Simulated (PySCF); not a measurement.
C₆H₆OS₂, SMILES c1cc(sc1C=O)SC at its GFN2-xTB optimised geometry (Å):

```
15

C     -2.4600    -2.2044    -0.0044
S     -0.7959    -2.9251     0.0010
C      0.1906    -1.4953     0.0000
C      1.5685    -1.4953     0.0000
C      2.1009    -0.2074     0.0000
C      1.1433     0.7844    -0.0003
C      1.3290     2.2077    -0.0022
O      0.4490     3.0375    -0.0053
S     -0.4613     0.1055     0.0002
H     -2.5908    -1.6015    -0.8983
H     -2.5964    -1.6001     0.8877
H     -3.1553    -3.0375    -0.0059
H      2.1490    -2.3995    -0.0004
H      3.1553     0.0049     0.0000
H      2.3993     2.4990     0.0009
```

Method: B3LYP/def2-TZVP run with PySCF.

Map of the Laplacian of the electron density (e/bohr⁵) on the plane z = 1.0 Å:

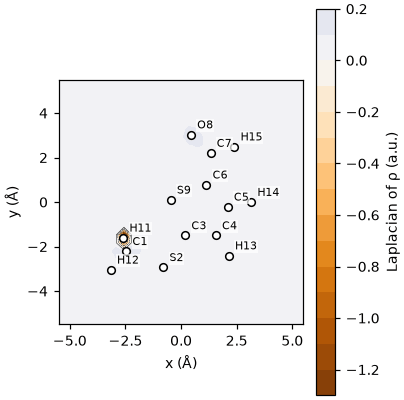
Figure. Laplacian of the electron density (e/bohr⁵) on the plane z = 1.0 Å.
